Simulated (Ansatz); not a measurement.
# BBrF: the cost of one run

Computed with the Python package of Ansatz 0.2.0. Level of theory: PBE0/def2-SVP.

## 1. The structure

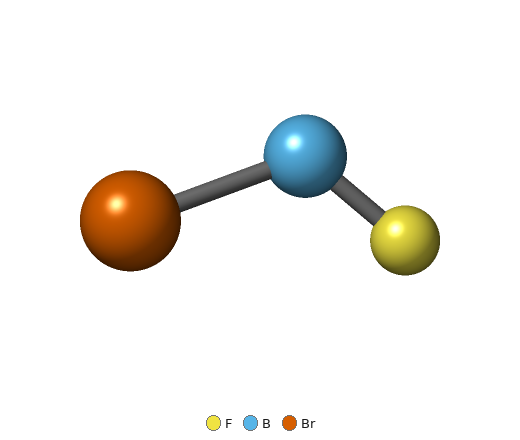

The structure that the script starts from, seen from a chosen angle (fluorine yellow, boron blue, bromine orange).

No structure file is read: the coordinates are typed or built in the script.

## 2. The code

Input file bbrf_md.py:

```python
"""Molecular dynamics of one BBrF molecule."""

import ansatz as az
import numpy as np


def main() -> None:
    geometry_ang = [
        ("F", (-0.3742, 1.3033, -0.0717)),
        ("B", (0.4462, 0.2518, 0.2744)),
        ("Br", (-0.083, -1.6199, -0.2159)),
    ]
    molecule = az.Crystal.molecule()
    for symbol, xyz in geometry_ang:
        molecule = molecule.atom(symbol, xyz)

    job = (
        molecule.calculation()
        .basis(gaussian="def2-SVP")
        .functional("pbe0")
        .spin("collinear", total=1)
    )
    symbols = [site.symbol for site in molecule.cartesian_sites]
    start = np.array([site.position_ang for site in molecule.cartesian_sites], dtype=float)
    report = job.relax(force_tolerance=0.02).run(threads=1, pin="off").report
    end = np.array(report["positions_ang"])
    minimum = az.Crystal.molecule()
    for symbol, place in zip(symbols, end):
        minimum = minimum.atom(symbol, place.tolist())

    # dynamics from the relaxed geometry
    job = minimum.calculation()
    job = job.basis(gaussian="def2-SVP")
    job = job.functional("pbe0")
    job = job.spin("collinear", total=1)
    job = job.md("nve", timestep=2.0, steps=20, temperature=300, initial_velocities="maxwell_boltzmann", seed=19)
    frames = []
    out = job.session().plan().execute(on_event=lambda e: frames.append(e["data"]) if e["event"] == "md_step" else None)
    print("t (fs)   E_pot (eV)      E_kin (eV)   T (K)   d(0-1) (A)")
    for f in frames[::2]:
        xyz = np.array(f["positions_ang"])
        print(f"{f['time_fs']:6.2f} {f['lagrangian_ev']:14.5f} {f['e_kin_ev']:10.5f} {f['temperature_k']:8.1f} {np.linalg.norm(xyz[0] - xyz[1]):9.4f}")
    kept = np.array([f["conserved_ev"] for f in frames])
    print(f"conserved energy moves by at most {1000 * np.ptp(kept):.3f} meV")


if __name__ == "__main__":
    main()
```

## 3. The run

Launch:

```sh
$ python bbrf_md.py
```

What time and memory should one allow on 1 thread of Arm Neoverse V1, shared host?

About 69 s, with a peak of 0.22 GiB.
